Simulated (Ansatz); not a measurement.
# SiH3O4 (SMILES [O][Si](O)(O)O) at UPBE/6-31G(d) (spherical functions)

Aim: the electronic atomisation energy of SiH3O4 at UPBE/6-31G* (spherical functions), from 4 runs. 

The results are computed with Ansatz 0.2.0.

60 further runs of the same task are left out: 4 that didn't finish, 56 set aside as unsound or not needed. Runs told in other sessions of the task aren't counted.

## Step 1: The molecule

SiH3O4: 8 atoms, total charge 0, spin state doublet. As SMILES, `[O][Si](O)(O)O`. The shape is that of a PBE0-D4/def2-TZVP optimisation. This is one conformer, not always the lowest.

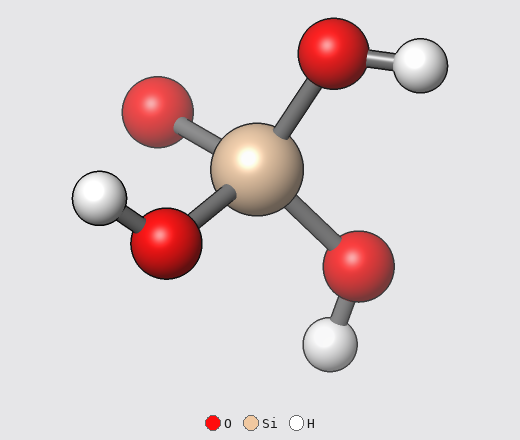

The structure, seen from a chosen angle (oxygen red, silicon light orange, hydrogen white).

## Step 2: A single-point energy at UPBE/6-31G(d) (spherical functions)

Contents of job.yaml:

```yaml
crystal:
  periodic: [false, false, false]
  atoms:
    - {symbol: O, position_ang: [-1.417600, 0.247800, 1.193000]}
    - {symbol: Si, position_ang: [-0.195800, 0.058700, 0.091000]}
    - {symbol: O, position_ang: [1.117100, -0.067300, 1.049800]}
    - {symbol: O, position_ang: [-0.249900, 1.339100, -0.902700]}
    - {symbol: O, position_ang: [-0.266300, -1.263500, -0.849700]}
    - {symbol: H, position_ang: [1.271400, 0.633000, 1.686700]}
    - {symbol: H, position_ang: [-0.094000, 1.173100, -1.833800]}
    - {symbol: H, position_ang: [-0.165000, -2.120800, -0.434300]}
basis:
  gaussian: {orbitals: 6-31G_st_-spherical.json}
magnetization: {spin_polarized: true, initial_magnetization: 1}
accuracy: high
hamiltonian: {xc: {name: PBE}}
output: {orbitals: {seedname: orbitals}}
```

The basis set 6-31G* is read from a file made from the Basis Set Exchange's data (not shown).

The run is started by

```bash
$ ansatz run job.yaml --threads 1 --pin off --max-ram 3480MiB --events-out events.jsonl --progress --plain --runs-dir runs
```

Standard output:

```text
Warning: RAYON_NUM_THREADS=1 ignored (pool sized by the plan → 1); use --threads N
Functional definition: PBE
  name "PBE"
  parameter kappa = 0.804
  parameter beta = 0.06672455060314922
  exchange = pbe_x(kappa = kappa, mu = beta*pi^2/3)
  correlation = pbe_c(beta = beta)
1762 factors; integrals over basis functions are off by at most 3.3e-9 eV
mean field evaluation 1: about -16090.1211 eV, gradient 6.2e1 eV
mean field evaluation 2: about -16057.0780 eV, gradient 1.1e2 eV
mean field evaluation 4: about -16103.1718 eV, gradient 4.9e0 eV
mean field evaluation 8: about -16103.2638 eV, gradient 2.0e-1 eV
mean field evaluation 16: about -16103.2641 eV, gradient 1.1e-3 eV
mean field evaluation 32: about -16098.8170 eV, gradient 2.2e1 eV
mean field -16103.26405401 eV, -591.7840388003 hartree, gradient 5.3e-8 eV, S^2 0.752314; 5 other end points of the search recorded, 0 dependent functions left out
reference -16103.26405744 eV, -591.7840389266 hartree; 25, 24 occupied and 55, 56 virtual orbitals, 1762 factors
Total energy: -16103.26405744 eV, -591.7840389266 hartree
```

Run time: 16 s. Hardware: 1 thread of Arm Neoverse V2, shared host; peak memory 0.26 GiB.

## Step 3: The H atom, same level

Contents of input.yaml:

```yaml
crystal:
  periodic: [false, false, false]
  atoms:
    - {symbol: H, position_ang: [0.000000, 0.000000, 0.000000]}
basis:
  gaussian: {orbitals: "6-31G*"}
magnetization: {spin_polarized: true, initial_magnetization: 1}
hamiltonian: {xc: pbe}
accuracy: high
```

The run is started by

```bash
$ ansatz run input.yaml --threads 1 --pin off --max-ram 3480MiB --events-out events.jsonl --progress --plain --runs-dir runs
```

Standard output (excerpt; [...] marks lines left out):

```text
Warning: RAYON_NUM_THREADS=1 ignored (pool sized by the plan → 1); use --threads N
[... 6 set-up lines as earlier in the session ...]
3 factors; integrals over basis functions are off by at most 5.4e-10 eV
mean field evaluation 1: about -13.5364 eV, gradient 1.8e-1 eV
mean field evaluation 2: about -13.5355 eV, gradient 2.0e-1 eV
mean field evaluation 4: about -13.5358 eV, gradient 1.1e-6 eV
mean field evaluation 8: about -13.5358 eV, gradient 8.6e-10 eV
mean field -13.53580263 eV, -0.4974315718 hartree, gradient 4.3e-9 eV, S^2 0.750000; 0 other end points of the search recorded, 0 dependent functions left out
reference -13.53580425 eV, -0.4974316312 hartree; 1, 0 occupied and 1, 2 virtual orbitals, 3 factors
Total energy: -13.53580425 eV, -0.4974316312 hartree
```

Wall time 0.1 s (1 thread of Arm Neoverse V2, shared host).

## Step 4: The O atom, same level

Contents of job.yaml:

```yaml
crystal:
  periodic: [false, false, false]
  atoms:
    - {symbol: O, position_ang: [0.000000, 0.000000, 0.000000]}
basis:
  gaussian:
    orbitals: 6-31G_st_-spherical.json
accuracy: high
hamiltonian:
  xc: pbe
magnetization:
  spin_polarized: true
  initial_magnetization: 2
```

The basis set 6-31G* is read from a file made from the Basis Set Exchange's data (not shown).

The run is started by

```bash
$ ansatz run job.yaml --threads 1 --pin off --max-ram 3480MiB --events-out events.jsonl --progress --plain --runs-dir runs
```

Standard output (excerpt; [...] marks lines left out):

```text
Warning: RAYON_NUM_THREADS=1 ignored (pool sized by the plan → 1); use --threads N
[... 6 set-up lines as earlier in the session ...]
96 factors; integrals over basis functions are off by at most 1.3e-9 eV
mean field evaluation 1: about -2039.9125 eV, gradient 7.0e0 eV
mean field evaluation 2: about -2039.9733 eV, gradient 5.8e0 eV
mean field evaluation 4: about -2040.1036 eV, gradient 4.3e-3 eV
mean field evaluation 8: about -2040.1033 eV, gradient 7.5e-5 eV
mean field evaluation 16: about -2040.1032 eV, gradient 9.5e-2 eV
mean field evaluation 32: about -2040.1024 eV, gradient 9.4e-2 eV
mean field -2040.10325934 eV, -74.9724119490 hartree, gradient 2.2e-9 eV, S^2 2.001820; 6 other end points of the search recorded, 0 dependent functions left out
reference -2040.10325994 eV, -74.9724119710 hartree; 5, 3 occupied and 9, 11 virtual orbitals, 96 factors
Total energy: -2040.10325994 eV, -74.9724119710 hartree
```

It took 0.68 s on 1 thread of Arm Neoverse V2, shared host.

## Step 5: The Si atom at the same level

Contents of in.yaml:

```yaml
crystal:
  periodic: [false, false, false]
  atoms:
    - {symbol: Si, position_ang: [0.000000, 0.000000, 0.000000]}
basis:
  gaussian:
    orbitals: 6-31G_st_-spherical.json
magnetization:
  spin_polarized: true
  initial_magnetization: 2
hamiltonian:
  xc: pbe
accuracy: high
```

The basis set 6-31G* is read from a file made from the Basis Set Exchange's data (not shown).

Run the same way, it converges to -289.20001 Eh (log not shown).

## Step 6: Results

At UPBE/6-31G* (spherical functions):

| quantity | value |
| --- | --- |
| molecule: total energy | -591.78404 Eh |
| molecule: HOMO energy (highest over α and β) | -6.57 eV |
| molecule: LUMO energy (lowest over α and β) | -5.77 eV |
| molecule: ⟨S²⟩ | 0.752 |
| H atom: total energy | -0.49743 Eh |
| H atom: ⟨S²⟩ | 0.750 |
| O atom: total energy | -74.97241 Eh |
| O atom: ⟨S²⟩ | 2.002 |
| Si atom: total energy | -289.20001 Eh |
| Si atom: ⟨S²⟩ | 2.002 |
| electronic atomisation energy | 32.710 eV |

In words: Taking the molecule apart into free atoms costs 32.71 eV (3156 kJ/mol), before zero-point energy and without spin-orbit coupling.
